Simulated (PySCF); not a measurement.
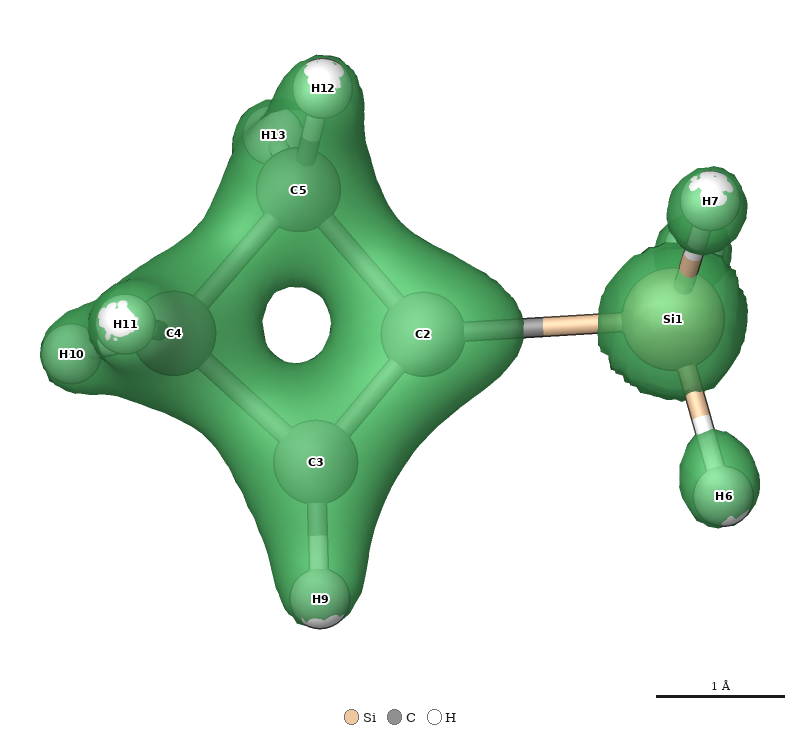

Figure. C4H8Si (SMILES [SiH3][C+]1[CH]CC1) (charge +1, doublet). Isosurface of the total electron density at 1 e/Å³ (green), seen at a tilt.

Geometry: GFN2-xTB.

All numbers below come from PySCF, UKS B3LYP, pcH-1 on C H Si, non-relativistic, mean-field spin-orbit, GIAO.

```xyz
13

Si    2.1774    0.0142    0.1925
C     0.2522    0.0213   -0.1937
C    -0.5094   -0.7765   -0.9330
C    -1.7195   -0.2780   -0.1732
C    -0.8196    0.7506    0.5538
H     2.6769   -1.0276   -0.6976
H     2.2968   -0.2486    1.6216
H     2.3961    1.4157   -0.1939
H    -0.3859   -1.5051   -1.7076
H    -2.4450    0.1875   -0.8437
H    -2.1812   -1.0218    0.4712
H    -0.7604    0.6887    1.6373
H    -0.9827    1.7800    0.2485
```

> How is the density connected at this value?

At this value the surface falls into five separate pieces. It bridges the sampled C–C (1.33 Å), C–H (1.07 Å) and C–C (1.50 Å) contacts, where the density stays above the isovalue. It is pinched off along the sampled C–Si (1.96 Å) contacts. On the grid the lowest density along these lines, outside the cores, is 2.4 e/Å³ (C–C, 1.33 Å), 0.62 e/Å³ (C–Si, 1.96 Å), 2 e/Å³ (C–H, 1.07 Å) and 1.7 e/Å³ (C–C, 1.50 Å).
